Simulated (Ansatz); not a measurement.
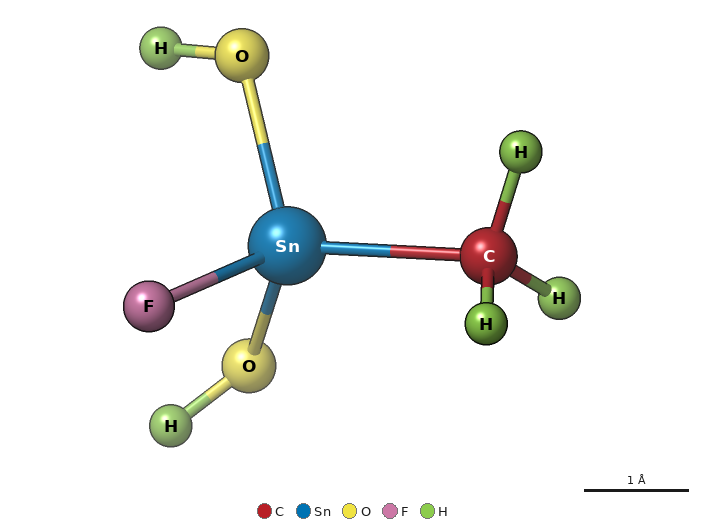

Depth is shown by fading: the farther an atom, the more it takes the colour of the background. Computed geometry: PBE0-D4/def2-TZVP optimisation. Masses are those of the most abundant isotopes; constants are for the rigid equilibrium geometry.

### What kind of rotor is it, and what are its rotational constants in cm⁻¹?

An asymmetric top (C1): A = 0.0984, B = 0.0896, C = 0.0858 cm⁻¹. Ray's parameter κ is −0.40, nearer the prolate limit.
